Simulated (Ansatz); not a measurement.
**CH4BNOSi (SMILES N=C1OB1[SiH3]): density, localisation and related maps**

Input

```
crystal:
  periodic: [false, false, false]
  atoms:
    - {symbol: N, position_ang: [2.379997, 1.379934, -0.798936]}
    - {symbol: C, position_ang: [1.412219, 0.643191, -0.552984]}
    - {symbol: O, position_ang: [1.192096, -0.682003, -1.035796]}
    - {symbol: B, position_ang: [0.220272, -0.191228, -0.216193]}
    - {symbol: Si, position_ang: [-1.525843, -0.774862, 0.573989]}
    - {symbol: H, position_ang: [2.277108, 2.272233, -0.321759]}
    - {symbol: H, position_ang: [-2.579297, 0.176293, 0.133343]}
    - {symbol: H, position_ang: [-1.876841, -2.152381, 0.146622]}
    - {symbol: H, position_ang: [-1.411212, -0.717476, 2.054614]}
basis:
  gaussian: {orbitals: def2-TZVPP}
hamiltonian: {xc: pbe0, dispersion: d4}
output: {orbitals: {seedname: orbitals}}
```

Run with:

```sh
ansatz run in.yaml --threads 2 --pin off --events-out ev --progress --plain --max-ram 4352MiB
```

Geometry: PBE0-D4/def2-TZVP.

All numbers below come from RKS PBE0-D4/def2-TZVPP in Ansatz 0.2.0.

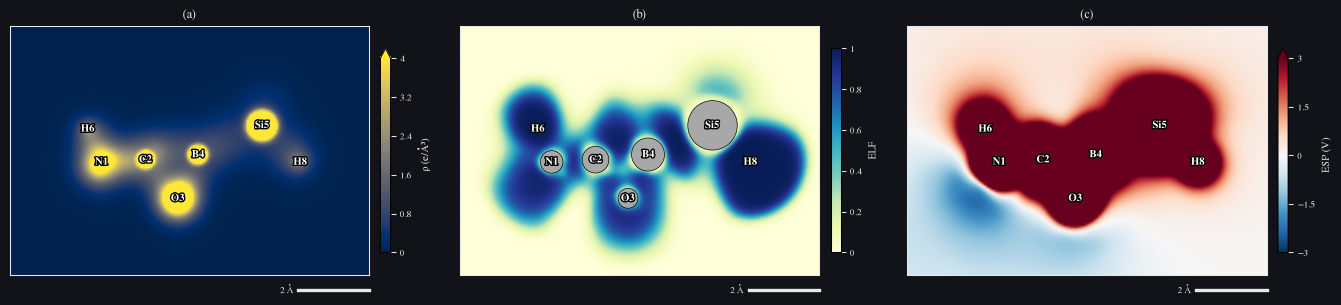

Figure 1. (a) total electron density; (b) ELF; (c) electrostatic potential on the plane of atoms B4, Si5 and H8. Grey discs cover the atomic cores in the ELF map.

> Interpret the plot.

Atoms in the plane: N, C, O, B, Si and H. C–N (1.24 Å): ρ at the midpoint is about 3 e/Å³; the ELF peaks at about 0.90 between the atoms: a multiple bond. B–O (1.36 Å): ρ at the midpoint is about 2.1 e/Å³; the ELF peaks at about 0.85 between the atoms, as expected for a short, strongly polar bond. C–O (1.43 Å): the density is about 2 e/Å³ at the midpoint, with its minimum of 1.7 e/Å³ about 0.5 Å from C; the ELF peaks at about 0.80 between the atoms (a polar covalent bond). C–B (1.49 Å): ρ at the midpoint is about 1.4 e/Å³; the ELF peaks at about 0.80 between the atoms: a covalent bond. Si–B (2.00 Å): ρ is about 0.8 e/Å³ halfway; the ELF peaks at about 1 between the atoms (a shared electron pair). The ELF also peaks beside O3 and N1, away from the bonds: lone-pair regions. Outside the dense part of the molecule the potential is most negative (−2.3 V) near N1.

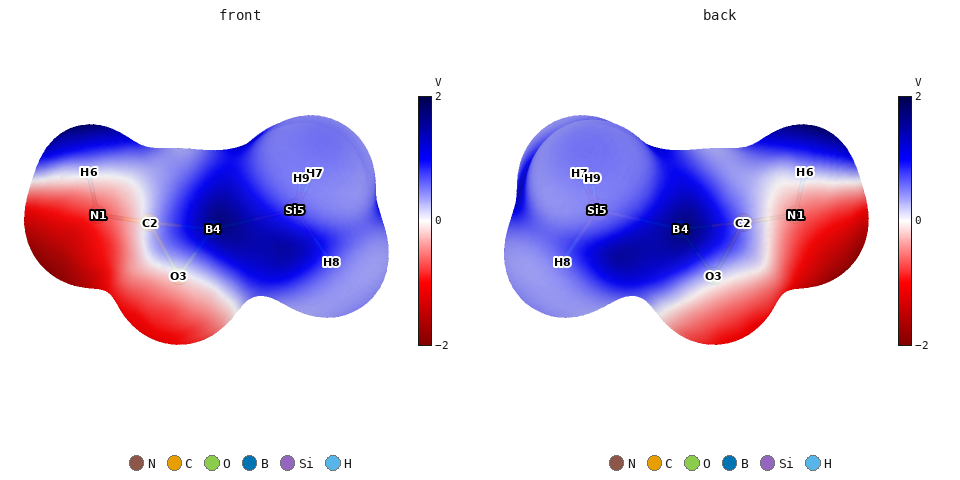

Figure 2. The molecular electrostatic potential painted on the density surface at 0.002 e/bohr³, seen from the front and from behind; red is negative and blue positive.

> Describe the electrostatic potential map.

The most negative region (about −1.8 V) lies over N1, the most positive (about +1.8 V) over H6. N1 is the likeliest acceptor of a hydrogen bond.

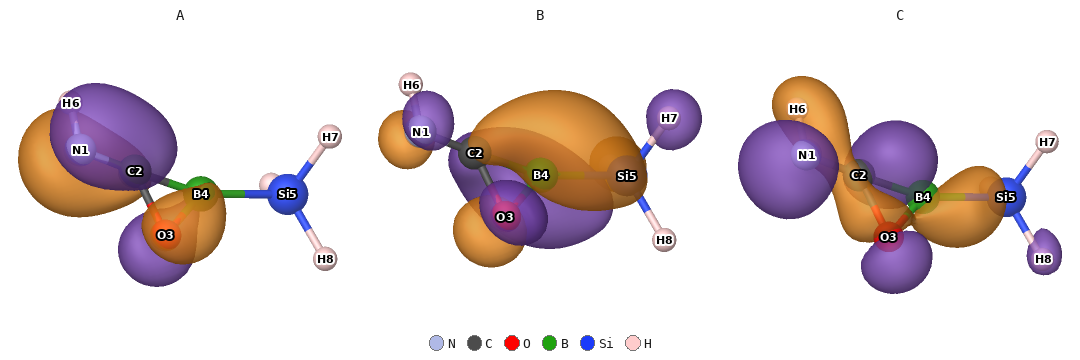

Figure 3. Three frontier orbitals at ±0.1 Å⁻³ᐟ² (orange and purple are the two phases), in no order.

> Which picture is the HOMO−1, the HOMO and the LUMO?

A is the HOMO−1 (−8.85 eV). It lies mainly on N1 (about 50 %), O3 (about 25 %) and C2 (about 20 %); largely a combination of lone pairs on N1 and O3. C is the HOMO (−7.51 eV). It lies mainly on N1 (about 40 %), C2 (about 15 %), O3 (about 15 %), B4 (about 15 %) and Si5 (about 5 %). B is the LUMO (−2.04 eV). By Hirshfeld shares it lies mainly on B4 (about 40 %), O3 (about 20 %), Si5 (about 15 %) and C2 (about 10 %).

> What is the HOMO–LUMO gap?

5.47 eV between the orbital energies.

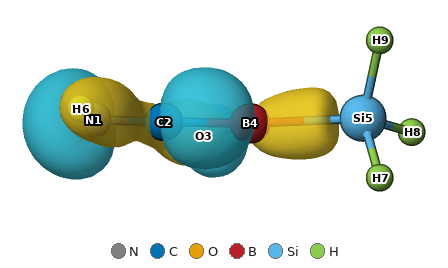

Figure 4. One frontier orbital at ±0.15 Å⁻³ᐟ² (yellow and cyan are the two phases), seen from one side.

> Which orbital is it: HOMO or LUMO?

The HOMO, at −7.51 eV. Its weight (Hirshfeld) is mainly on N1 (about 40 %), C2 (about 15 %), O3 (about 15 %), B4 (about 15 %) and Si5 (about 5 %).
